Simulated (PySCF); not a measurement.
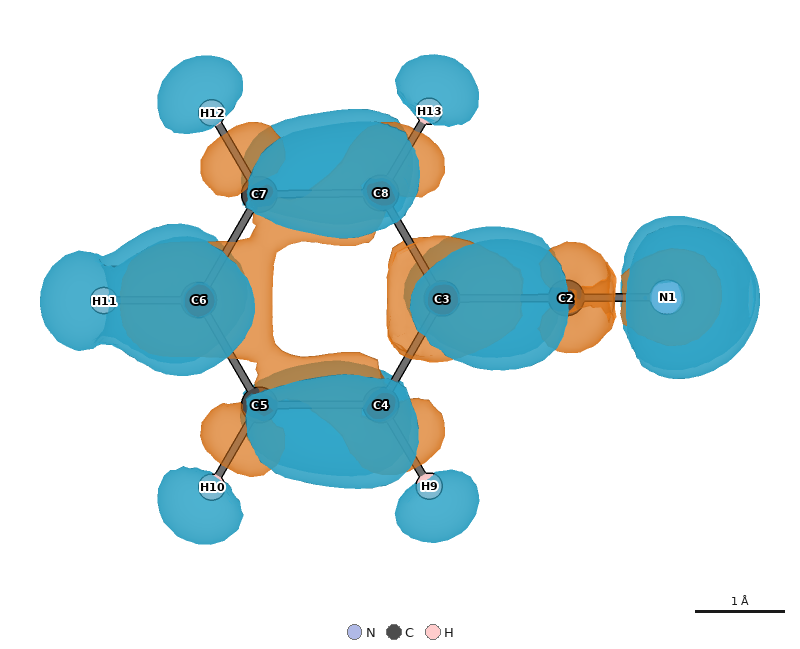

Figure 1: C₇H₅N, SMILES `N#Cc1ccccc1`. Fukui function f⁺ = ρ(N+1) − ρ(N) at fixed geometry, surfaces at ±0.015 e/Å³ (light blue positive, orange negative).

Method: PBE0/def2-SVP; geometry: GFN2-xTB; program: PySCF. No frequency check shows the geometry to be a minimum.

Which atoms respond most to the addition of an electron?

f⁺ (Hirshfeld-condensed) is largest on N1 (0.16), C6 (0.13) and C3 (0.10); the vertical electron affinity is −0.38 eV (the stability of the anion's solution wasn't checked; negative, but this basis has no diffuse functions, so it doesn't show that the anion is unbound). Condensed values hint at sites of nucleophilic attack but needn't mark the atom that reacts. Shares this close don't rank the sites. Orbital relaxation makes it negative in places (0.19 e in all).

```
atom     f⁺  charge
  N1  +0.16   −0.22
  C2  +0.08   +0.08
  C3  +0.10   +0.01
  C4  +0.08   −0.03
  C5  +0.07   −0.04
  C6  +0.13   −0.03
  C7  +0.07   −0.04
  C8  +0.08   −0.03
  H9  +0.05   +0.06
 H10  +0.04   +0.06
 H11  +0.06   +0.06
 H12  +0.04   +0.06
 H13  +0.05   +0.06
```
